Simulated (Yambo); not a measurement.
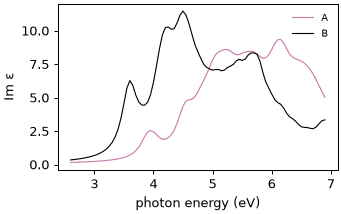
Figure. Two computed absorption spectra of TiO₂ (space group C2/c, No. 15) (Yambo, PBEsol bands with the same scissor, field along x)

Axes are Cartesian, with cell vectors (Å) (2.71, -2.71, 0.00), (2.71, 2.71, 0.00), (-2.63, 0.00, 4.80).

Question: Which curve includes the electron-hole attraction (BSE)?

Answer: Curve B: the attraction moves weight to lower energy (centre of the plotted range 4.9 eV against 5.6 eV). Settings: 6×6×6 mesh, 8 valence and 8 conduction bands, static screening with 50 bands and a 3 Ry block, scissor 1.50 eV, Tamm-Dancoff. The scissor comes from a G0W0 run whose convergence isn't established. Broadening 0.15 eV. The band window holds all transitions up to 6.9 eV. On this mesh the peak heights and the fine structure are mesh artefacts; only the shift of weight is robust.

Geometry of the Materials Project entry, not relaxed at this level; primitive cell a = b = 3.8273 Å, c = 5.4720 Å, α = β = 109.89°, γ = 90.01°.

This is not the ordinary phase of the substance; no match was found in the copy of COD used, and its stability was not checked.
